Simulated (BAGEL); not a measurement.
# B2Cl4 (SMILES ClB(Cl)B(Cl)Cl): HF/STO-3G (density fitting with cc-pvqz-jkfit)

Aim: the vertical ionisation energy of B2Cl4 at HF/STO-3G (density fitting with cc-pvqz-jkfit), from 2 runs. 

The results are computed with BAGEL 1.2.2.

**1. The structure to begin with**

B2Cl4: 6 atoms, total charge 0, spin state singlet. SMILES: `ClB(Cl)B(Cl)Cl`. The coordinates come from a PBE0-D4/def2-TZVP relaxation.

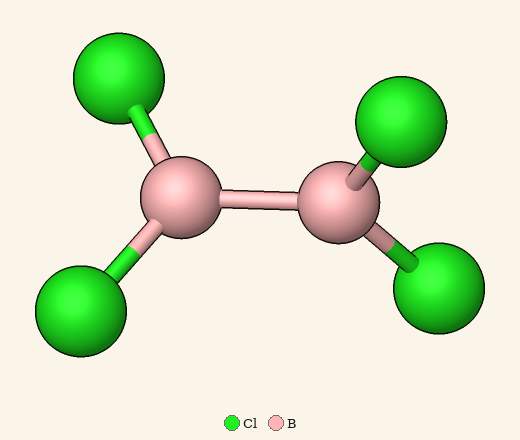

Viewed from a chosen angle; chlorine green, boron pink.

**2. The energy at HF/STO-3G (density fitting with cc-pvqz-jkfit)**

input.json

```json
{ "bagel": [

{
  "title": "molecule",
  "basis": "sto-3g",
  "df_basis": "cc-pvqz-jkfit",
  "angstrom": true,
  "geometry": [
    { "atom": "Cl", "xyz": [      -1.123640,      -1.972940,      -0.236680 ] },
    { "atom": "B", "xyz": [      -0.193100,      -0.677670,       0.461210 ] },
    { "atom": "Cl", "xyz": [       0.337080,      -0.788660,       2.115680 ] },
    { "atom": "B", "xyz": [       0.193010,       0.677780,      -0.461090 ] },
    { "atom": "Cl", "xyz": [       1.665160,       0.711950,      -1.389680 ] },
    { "atom": "Cl", "xyz": [      -0.878510,       2.049540,      -0.489430 ] }
  ]
},

{ "title": "hf", "charge": 0 },

{ "title": "print", "file": "orbitals.molden", "orbitals": true }

]}
```

Started as:

```
$ BAGEL_NUM_THREADS=1 BAGEL input.json > input.out
```

The log of the run:

```text
* using 1 threads per process

  ===============================================================
  ===============================================================

  *** Geometry ***

  { "atom" : "Cl", "xyz" : [     -2.123372,     -3.728316,     -0.447260 ] },
  { "atom" : "B", "xyz" : [     -0.364906,     -1.280611,      0.871561 ] },
  { "atom" : "Cl", "xyz" : [      0.636989,     -1.490351,      3.998056 ] },
  { "atom" : "B", "xyz" : [      0.364736,      1.280819,     -0.871334 ] },
  { "atom" : "Cl", "xyz" : [      3.146696,      1.345391,     -2.626115 ] },
  { "atom" : "Cl", "xyz" : [     -1.660143,      3.873069,     -0.924889 ] },

  Number of auxiliary basis functions:      804

  Since a DF basis is specified, we compute 2- and 3-index integrals:
    o Being stored without compression. Storage requirement is 0.014 GB

  Number of basis functions:       46
  Number of electrons      :       78

    * METHOD: MOLECULE                             0.61

  *** RHF ***

  === Nuclear Repulsion ===
   424.8494089135

      * DIIS with orbital gradients will be used.

  === RHF iteration (sto-3g) ===
      0      -1867.01905150          0.01464484           0.13
      1      -1867.19463019          0.00610989           0.13
      2      -1867.22234818          0.00083270           0.12
      3      -1867.22346623          0.00008693           0.12
      4      -1867.22347862          0.00003147           0.12
      5      -1867.22348039          0.00000482           0.12
      6      -1867.22348043          0.00000038           0.11
      7      -1867.22348043          0.00000004           0.11
      8      -1867.22348043          0.00000001           0.12
      9      -1867.22348043          0.00000000           0.12
    * SCF iteration converged.

    * Permanent dipole moment:
           (    0.000108,    -0.000138,    -0.000141) a.u.

    * METHOD: HF                                   1.40

    * METHOD: PRINT                                0.01

  ===============================================================
```

It took 2.2 s on 1 thread of Arm Neoverse V1, shared host; peak memory 0.12 GiB.

**3. The doublet cation, same level**

hf.json

```json
{ "bagel": [

{
  "title": "molecule",
  "basis": "sto-3g",
  "df_basis": "cc-pvqz-jkfit",
  "angstrom": true,
  "geometry": [
    { "atom": "Cl", "xyz": [      -1.123640,      -1.972940,      -0.236680 ] },
    { "atom": "B", "xyz": [      -0.193100,      -0.677670,       0.461210 ] },
    { "atom": "Cl", "xyz": [       0.337080,      -0.788660,       2.115680 ] },
    { "atom": "B", "xyz": [       0.193010,       0.677780,      -0.461090 ] },
    { "atom": "Cl", "xyz": [       1.665160,       0.711950,      -1.389680 ] },
    { "atom": "Cl", "xyz": [      -0.878510,       2.049540,      -0.489430 ] }
  ]
},

{
  "title": "uhf",
  "charge": 1,
  "nopen": 1
},

{
  "title": "print",
  "file": "orbitals.molden",
  "orbitals": true
}

]}
```

Started as:

```
$ BAGEL_NUM_THREADS=1 BAGEL hf.json > hf.out
```

The log of the run:

```text
* using 1 threads per process

  ===============================================================
  ===============================================================

  *** Geometry ***

  { "atom" : "Cl", "xyz" : [     -2.123372,     -3.728316,     -0.447260 ] },
  { "atom" : "B", "xyz" : [     -0.364906,     -1.280611,      0.871561 ] },
  { "atom" : "Cl", "xyz" : [      0.636989,     -1.490351,      3.998056 ] },
  { "atom" : "B", "xyz" : [      0.364736,      1.280819,     -0.871334 ] },
  { "atom" : "Cl", "xyz" : [      3.146696,      1.345391,     -2.626115 ] },
  { "atom" : "Cl", "xyz" : [     -1.660143,      3.873069,     -0.924889 ] },

  Number of auxiliary basis functions:      804

  Since a DF basis is specified, we compute 2- and 3-index integrals:
    o Being stored without compression. Storage requirement is 0.014 GB

  Number of basis functions:       46
  Number of electrons      :       78

    * METHOD: MOLECULE                             0.61

  *** Open-shell HF ***

  === Nuclear Repulsion ===
   424.8494089135

      * DIIS with orbital gradients will be used.

  === UHF iteration (sto-3g) ===
      0      -1866.50196564          0.03823745           0.26
      1      -1866.70618660          0.02978091           0.24
      2      -1866.80156909          0.01582447           0.24
      3      -1866.84759444          0.00093880           0.23
      4      -1866.84823259          0.00039351           0.24
      5      -1866.84837253          0.00016368           0.25
      6      -1866.84839865          0.00004252           0.25
      7      -1866.84840105          0.00000773           0.25
      8      -1866.84840114          0.00000197           0.25
      9      -1866.84840115          0.00000055           0.25
     10      -1866.84840115          0.00000014           0.26
     11      -1866.84840115          0.00000005           0.26
     12      -1866.84840115          0.00000002           0.26
     13      -1866.84840115          0.00000001           0.26
     14      -1866.84840115          0.00000001           0.25
    * SCF iteration converged.

    * S^2 (UHF) is 0.7614

    * Permanent dipole moment:
           (    0.000091,    -0.000119,    -0.000112) a.u.

    * METHOD: UHF                                  3.98

    * METHOD: PRINT                                0.01

  ===============================================================
```

It took 4.8 s on 1 thread of Arm Neoverse V1, shared host; peak memory 0.12 GiB.

**4. Results**

At HF/STO-3G (density fitting with cc-pvqz-jkfit):

| quantity | value |
| --- | --- |
| singlet B2Cl4: total energy | -1867.22348 Eh |
| singlet B2Cl4: dipole moment | 0.00 D |
| singlet B2Cl4: HOMO energy | -10.49 eV |
| singlet B2Cl4: LUMO energy | 4.08 eV |
| singlet B2Cl4: HOMO–LUMO gap | 14.57 eV |
| doublet cation: total energy | -1866.84840 Eh |
| doublet cation: ⟨S²⟩ | 0.761 |
| vertical ionisation energy (to the doublet cation) | 10.206 eV |

In words: Removing an electron at fixed nuclei costs 10.21 eV (985 kJ/mol). The negative HOMO energy of the first species, 10.49 eV, lies 0.28 eV above that difference. In a minimal basis such a difference can be off by several eV, whatever the method.
